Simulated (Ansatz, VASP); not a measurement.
# Cross-check of InP between VASP and Ansatz, part 3 of 3

One calculation is typed for both programs; each brings its own data sets and cutoff. How far apart do they land?  The cell comes out of the VASP series on this material, whose earlier steps may have relaxed, scaled or displaced it; both programs get it as it stands.

VASP 6.6.1 and Ansatz 0.2.0.

So far: The starting structure; Ansatz: elastic constants, PBE with D3(BJ); VASP: elastic constants, PBE with D3(BJ); Differences.

## Step 5: VASP: band structure, HSE06

Level of this step: HSE06; plane waves and PAW (In_d, P) (VASP).

Levels along a path test the potential and the projectors away from the mesh points.

Contents of INCAR:

```
SYSTEM = InP
PREC = Accurate
ENCUT = 400
EDIFF = 1E-06
NELM = 100
ISMEAR = 0
SIGMA = 0.05
LREAL = .FALSE.
ALGO = Normal
LHFCALC = .TRUE.
AEXX = 0.25
GGA = PE
HFSCREEN = 0.2
LASPH = .TRUE.
NBANDS = 15
PRECFOCK = Fast
LORBIT = 11
LWAVE = .FALSE.
LCHARG = .FALSE.
KPAR = 2
```

Contents of POSCAR:

```
InP
1.0
    0.0000000000      2.9457387471      2.9457387471
    2.9457387471      0.0000000000      2.9457387471
    2.9457387471      2.9457387471      0.0000000000
In P
1 1
Direct
    0.0000000000      0.0000000000      0.0000000000
    0.2500000000      0.2500000000      0.2500000000
```

Contents of KPOINTS:

```
Automatic mesh
0
Gamma
4 4 4
0 0 0
```

Contents of KPOINTS_OPT:

```
Line mode
6
Line-mode
Reciprocal
  0.00000000   0.00000000   0.00000000 GAMMA
  0.50000000   0.00000000   0.50000000 X

  0.50000000   0.00000000   0.50000000 X
  0.50000000   0.25000000   0.75000000 W

  0.50000000   0.25000000   0.75000000 W
  0.37500000   0.37500000   0.75000000 K

  0.37500000   0.37500000   0.75000000 K
  0.00000000   0.00000000   0.00000000 GAMMA

  0.00000000   0.00000000   0.00000000 GAMMA
  0.50000000   0.50000000   0.50000000 L

  0.50000000   0.50000000   0.50000000 L
  0.62500000   0.25000000   0.62500000 U

  0.62500000   0.25000000   0.62500000 U
  0.50000000   0.25000000   0.75000000 W

  0.50000000   0.25000000   0.75000000 W
  0.50000000   0.50000000   0.50000000 L

  0.50000000   0.50000000   0.50000000 L
  0.37500000   0.37500000   0.75000000 K

  0.62500000   0.25000000   0.62500000 U
  0.50000000   0.00000000   0.50000000 X
```

Potentials, in the order of the species: In_d and P (PBE family, release 64).

Command:

```
$ mpirun -np 2 vasp_std
```

Numbers of over 12 decimals in the logs are rounded to 6 here.

The log of the run:

```text
[banner, memory and clock lines left out]
running    2 mpi-ranks, on    1 nodes
[...]
LDA part: xc-table for (Slater+PW92), standard interpolation
 found WAVECAR, reading the header
 POSCAR, INCAR and KPOINTS ok, starting setup
[...]
reading WAVECAR
 the WAVECAR file was read successfully
 initial charge from wavefunction
 entering main loop
       N       E                     dE             d eps       ncg     rms          rms(c)
DAV:   1    -0.992458172462E+01   -0.99246E+01   -0.36605E-01   312   0.824E+00    0.351E+00
DAV:   2    -0.993073636257E+01   -0.61546E-02   -0.36880E-02   315   0.165E+00    0.374E+00
DAV:   3    -0.993036064660E+01    0.37572E-03   -0.14273E-03   333   0.562E-01    0.249E+00
DAV:   4    -0.993019987585E+01    0.16077E-03   -0.19795E-04   365   0.187E-01    0.158E+00
DAV:   5    -0.993015355179E+01    0.46324E-04   -0.38338E-05   311   0.722E-02    0.957E-01
DAV:   6    -0.993013966847E+01    0.13883E-04   -0.10488E-05   319   0.358E-02    0.581E-01
[...]
DAV:   8    -0.993013360192E+01    0.21839E-05   -0.66020E-07   134   0.937E-03    0.211E-01
DAV:   9    -0.993013394876E+01   -0.34684E-06   -0.43143E-07   120   0.662E-03
   1 F= -.99301339E+01 E0= -.99301339E+01  d E =-.276068E-13
 Start KPOINTS_OPT (optional k-point list driver)
k-point batch [1-8\60]
       N       E                     dE             ncg
DAV:   1     0.154404745718E+03   -0.25177E+04      263
DAV:   2    -0.822390544132E+03   -0.97680E+03      268
DAV:   3    -0.894886679735E+03   -0.72496E+02      289
DAV:   4    -0.897374582494E+03   -0.24879E+01      310
DAV:   5    -0.897468202177E+03   -0.93620E-01      401
DAV:   6    -0.897470411511E+03   -0.22093E-02      360
DAV:   7    -0.897470453749E+03   -0.42238E-04      387
DAV:   8    -0.897470454333E+03   -0.58398E-06      289
[...]
k-point batch [57-60\60]
       N       E                     dE             ncg
DAV:   1     0.229550018690E+04   -0.20554E+04      120
DAV:   2     0.179280151642E+04   -0.50270E+03      120
DAV:   3     0.175766344225E+04   -0.35138E+02      148
DAV:   4     0.175664599511E+04   -0.10174E+01      176
DAV:   5     0.175660186314E+04   -0.44132E-01      208
DAV:   6     0.175660123691E+04   -0.62623E-03      176
DAV:   7     0.175660121685E+04   -0.20062E-04      208
DAV:   8     0.175660121664E+04   -0.20559E-06      144
```

From OUTCAR (step 5):

```text
 POSITION                                       TOTAL-FORCE (eV/Angst)
 -----------------------------------------------------------------------------------
      0.00000      0.00000      0.00000        -0.000000     -0.000000     -0.000000
      1.47287      1.47287      1.47287         0.000000      0.000000      0.000000
 -----------------------------------------------------------------------------------
    total drift:                                0.000099      0.000101      0.000066

  FREE ENERGIE OF THE ION-ELECTRON SYSTEM (eV)
  ---------------------------------------------------
  free  energy   TOTEN  =        -9.9301339488 eV

  energy  without entropy=       -9.9301339488  energy(sigma->0) =       -9.93013395

[... 3 further parts left out ...]
[key lines of the parts left out:]
E-fermi :   4.8551
```

## Step 6: Ansatz: band structure, HSE06

The same cell, functional, mesh and smearing now go to Ansatz, which takes its cutoff from its data sets.

The cell comes out of the VASP series on this material, whose earlier steps may have relaxed, scaled or displaced it; both programs get it as it stands.

Contents of input.yaml:

```yaml
crystal:
  lattice:
    - [0.0, 2.9457387471, 2.9457387471]
    - [2.9457387471, 0.0, 2.9457387471]
    - [2.9457387471, 2.9457387471, 0.0]
  atoms:
    - { symbol: In, position: [0.0, 0.0, 0.0] }
    - { symbol: P, position: [0.25, 0.25, 0.25] }
hamiltonian:
  xc: { exchange: pbe, correlation: pbe, exx: { coeff: 0.25, omega: 0.2 } }
  pseudopotentials: { kind: paw }
kpoints:
  mp_grid: { grid: [4, 4, 4] }
  band_path:
    path:
      - [0.0, 0.0, 0.0]
      - [0.5, 0.0, 0.5]
      - [0.5, 0.2, 0.7]
      - [0.4, 0.35, 0.75]
      - [0.15, 0.15, 0.3]
      - [0.2, 0.2, 0.2]
      - [0.55, 0.4, 0.55]
      - [0.6, 0.25, 0.65]
      - [0.5, 0.25, 0.75]
      - [0.5, 0.5, 0.5]
      - [0.375, 0.375, 0.75]
      - [0.5, 0.0, 0.5]
    npoints: 1
scf:
  occupations: { method: gaussian, width: 0.05 }
  n_extra_bands: 7
output:
  forces: true
  stress: true
  eigenvalues: true
  write_density: true
  write_potential: true
  elf: true
  volumetric_format: npy
```

Command:

```
$ ansatz run input.yaml --threads 4 --pin off --max-ram 9216MiB --backend cpu --events-out ev --progress --plain --runs-dir out
```

The log of the run:

```text
[...]
--- Band table (eV; the first three rows and the last of 8) ---
  k-point 0: bands = [... 5 lower, -6.2234, 6.3916, 6.3916, 6.3916, 7.8516, 11.3225, 11.3225, 11.3225, ... 3 higher]
  k-point 1: bands = [... 5 lower, -5.5063, 2.7459, 5.8030, 5.8030, 8.9597, 12.0610, 12.0610, 12.6126, ... 3 higher]
  k-point 2: bands = [... 5 lower, -4.4021, 0.2324, 5.3536, 5.3536, 8.6441, 12.0569, 12.0569, 14.4205, ... 3 higher]
  k-point 7: bands = [... 5 lower, -3.6288, 0.3970, 3.2382, 3.3163, 11.4514, 11.7515, 12.8718, 13.4417, ... 3 higher]
[key lines of the parts left out:]
Free energy (F): -6358.424537 eV
Fermi energy:    7.122573 eV
P = ⅓ Tr σ = 0.5368 GPa (5.368 kbar)
```

Wall time 17 s (4 threads of Arm Neoverse V1, shared host); peak memory 0.65 GiB.

## Step 7: Comparison

What differs besides the data sets and the points named for the pairs above, as far as they apply: exact exchange at q = 0 is treated differently, which shows on coarse meshes; VASP keeps PBE cores, Ansatz makes them for the functional; the cutoff is 420 eV in Ansatz and 400 eV in VASP; VASP takes a coarser grid for exact exchange (PRECFOCK = Fast). Total energies have different zeros and are not compared.

Both answers:

```tsv
quantity	Ansatz	VASP	difference
gap over the path points (eV)	1.460	1.457	+0.003
```

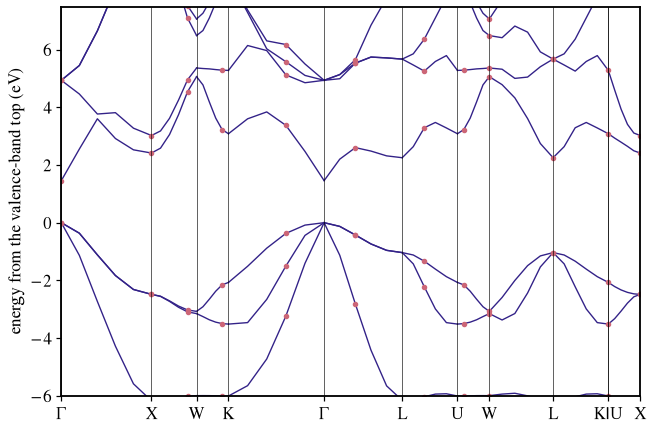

Bands from VASP (lines) and levels from Ansatz (dots). Dots without a line are higher empty bands that the VASP plot leaves out.

Levels at points of the path, from each program's valence-band top (eV; 3 filled, then empty):

```tsv
k (reciprocal lattice)	Ansatz	VASP
0.000 0.000 0.000	0.00 0.00 0.00 1.46 4.93 4.93	0.00 0.00 0.00 1.46 4.93 4.93
0.500 0.000 0.500	-6.17 -2.49 -2.49 2.42 3.02 10.35	-6.17 -2.48 -2.48 2.41 3.02 10.36
0.500 0.200 0.700	-6.01 -3.09 -3.03 4.54 4.95 7.08	-6.01 -3.09 -3.02 4.54 4.95 7.09
0.400 0.350 0.750	-6.00 -3.50 -2.16 3.23 5.28 8.17	-6.00 -3.50 -2.16 3.23 5.29 8.18
0.150 0.150 0.300	-3.24 -1.51 -0.37 3.38 5.12 5.57	-3.24 -1.50 -0.37 3.37 5.12 5.58
0.200 0.200 0.200	-2.82 -0.43 -0.43 2.60 5.53 5.53	-2.82 -0.43 -0.43 2.60 5.53 5.53
0.550 0.400 0.550	-6.04 -2.22 -1.34 3.29 5.25 6.36	-6.04 -2.22 -1.33 3.29 5.25 6.36
0.600 0.250 0.650	-6.00 -3.50 -2.16 3.23 5.28 8.17	-6.00 -3.50 -2.16 3.23 5.29 8.18
0.500 0.250 0.750	-6.00 -3.15 -3.08 5.06 5.36 6.48	-6.00 -3.15 -3.07 5.06 5.36 6.48
0.500 0.500 0.500	-6.16 -1.04 -1.04 2.25 5.67 5.67	-6.16 -1.04 -1.04 2.25 5.67 5.67
```

Among the levels compared (up to four filled and three empty ones at each point), filled levels agree within 2 meV and empty ones within 12 meV.

## Step 8: Summary of results

```
difference in C12 (elastic constants, PBE with D3(BJ))         : 0.44 %
difference in gap over the path points (band structure, HSE06) : 0.0029 eV
```

What this shows: The difference in C12 is 0.44 % (elastic constants, PBE with D3(BJ)), within the 5 % picked in this series as the mark of a large difference. How closely two codes agree says nothing of how well the functional describes the real material.

[Lines on the potential files, build, host, timing and source positions are cut from VASP's logs without a mark.]

[Logs are printed without paths, hosts, clocks, repeated set-up lines and the standing remarks that a program may print on its own settings, such as how far it seeks lower states.]

[Hosts, paths, dates, database ids (printed as entryN), source tags and the programs' standing remarks are cut or masked in the printed files.]
